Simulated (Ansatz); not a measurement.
ClF₂GeHS···HF

```yaml
atoms:
  - { symbol: Ge, position_ang: [0.3728, -0.6768, -0.5584] }
  - { symbol: F, position_ang: [-0.7247, -0.9725, 2.5438] }
  - { symbol: F, position_ang: [1.2621, 0.0260, -1.8215] }
  - { symbol: F, position_ang: [0.2183, 0.5767, 0.6086] }
  - { symbol: Cl, position_ang: [-1.5866, -1.0409, -1.2631] }
  - { symbol: S, position_ang: [1.4842, -2.3616, 0.2405] }
  - { symbol: H, position_ang: [0.7187, -2.4479, 1.3341] }
  - { symbol: H, position_ang: [-0.5103, -0.1309, 2.2804] }
```

Level of theory: RHF/def2-SVP in Ansatz 0.2.0.

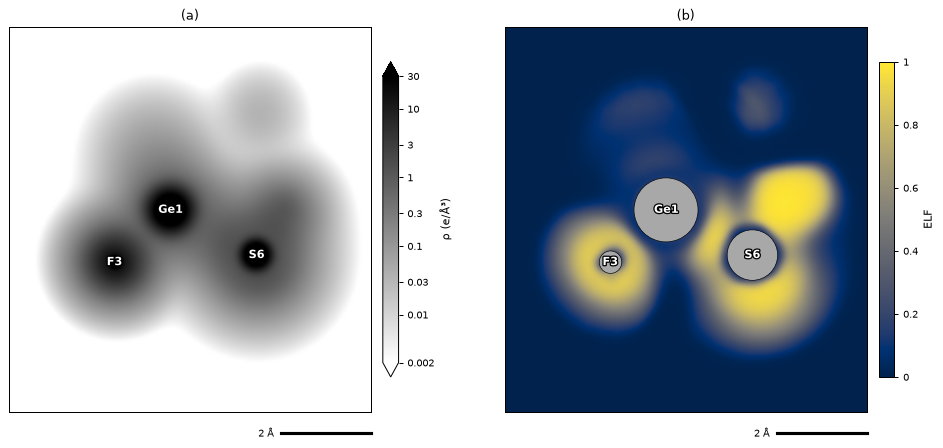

Figure 1. (a) electron density; (b) electron localisation function on the plane of atoms F3, Ge1 and S6. Grey discs cover the atomic cores in the ELF map.

Question: Read the bonding off the picture.

Answer:
- Atoms in the plane: Ge, F and S.
- Ge–F (1.70 Å): ρ is about 1 e/Å³ halfway; the ELF peaks at about 0.80 in the valence shell of F, 0.6 Å from its nucleus, and is about 0.20 at the midpoint.
- Ge–S (2.17 Å): ρ at the midpoint is about 0.82 e/Å³; the ELF peaks at about 0.90 in the valence shell of S, 0.9 Å from its nucleus, and is about 0.85 at the midpoint.
- The ELF also peaks beside S6 and F3, away from the bonds: lone-pair regions.

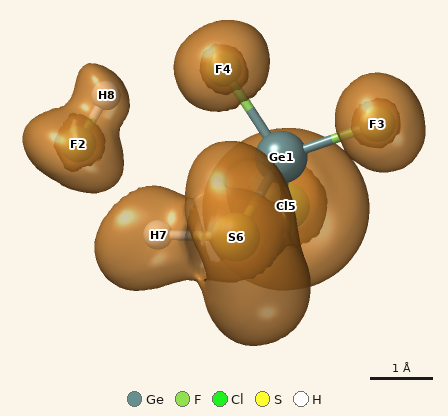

Figure 2. Isosurface of the electron localisation function at 0.75 (orange), seen at an oblique angle. Only the valence region is drawn (cores and ρ < 0.01 e/Å³ removed).

Question: Where are the electrons localised?

Answer: The ELF exceeds this value in one region wrapped around Cl (its valence shell), two regions wrapped around F (the valence shell of each), one joined region spread over several atoms (F, H), in which their bonds and any lone pairs are merged and one joined region spread over several atoms (H, S), in which their bonds and any lone pairs are merged. Profiles from the grid: F4···H8 (1.96 Å): the ELF dips to about 0.05 between them; a closed-shell contact with the geometry of a hydrogen bond.

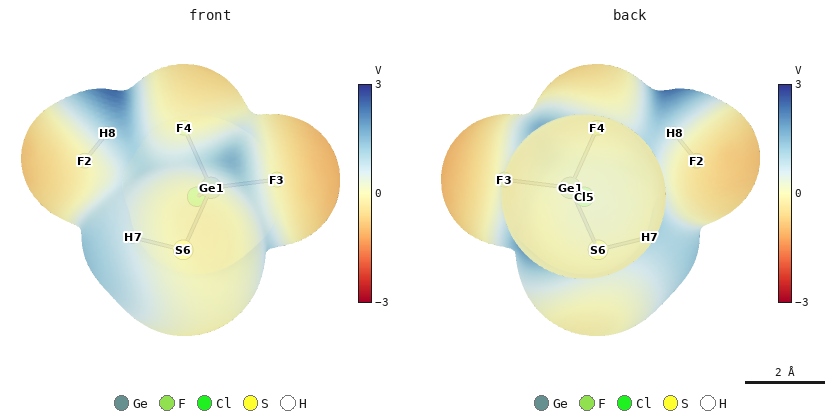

Figure 3. The electrostatic potential painted on the density surface at 0.001 e/bohr³, seen from the front and from behind; the colour scale runs from red (negative) to blue (positive).

Question: Where is the surface potential most negative and most positive?

Answer: The most negative region (about −1.0 V) lies over F3, the most positive (about +2.3 V) over H8.
